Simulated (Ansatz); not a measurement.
# Does disorder add resistance in series? Cu(111) layers displaced at 500 K

Two lengths of the disordered region are known. What area resistance does the third give?

How it was computed: Ansatz 0.2.0, plane waves with PAW datasets at their recommended cutoffs (420 eV for most), Fermi-Dirac smearing; ballistic transmission by layer matching. The area resistance is RA = A (h/2e²)(1/T − 1/N), with T the zone-mean transmission per spin and N the lead's channels, both averaged over a few energies near the Fermi level; for magnets each spin is taken apart, with h/e², and the two conduct in parallel. Lateral cell 2x2, PBE, a fresh random draw for each length. Atoms are displaced independently, by 0.0993 Å r.m.s. per direction; each RA is scaled by the nominal over the drawn mean square displacement.

Results; the value marked ? is to be predicted:

| length (Å) | channels N | RA (fΩ m²) |
| --- | --- | --- |
| 8.35 | 3.210 | 0.0452 |
| 16.7 | 3.210 | 0.0771 |
| 25.0 | 3.197 | ? |

**Estimate by hand.**

Ohm's law makes RA linear in the length: the slope is (0.0771 − 0.0452)/(16.7 − 8.35) = 3.83×10⁻³ fΩ m² per Å, or 3.8 µΩ cm. Then 0.0771 + 3.83×10⁻³ × 8.35. Predicted: 0.109 fΩ m².

Check against the run:

0.131 fΩ m², so the prediction is 17 % too low. The three lengths together give 5.2 µΩ cm. Single draws scatter; these runs don't part the causes of the miss, and leave the question open.

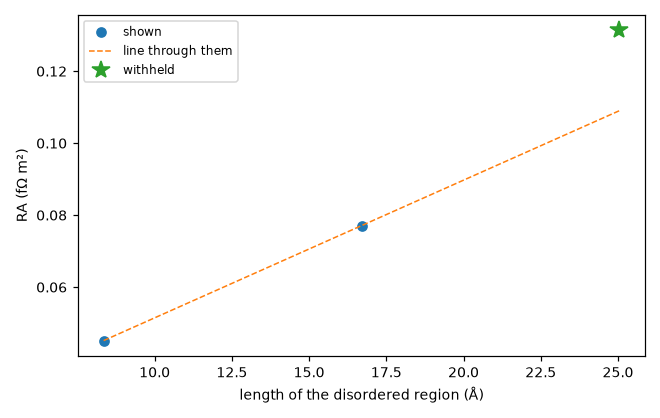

Area resistance against length.

**Limits.** The scatterers repeat sideways with the small cell. The slope is a raw one; a model of isotropic scattering puts it 1.17 times the bulk value over these lengths.
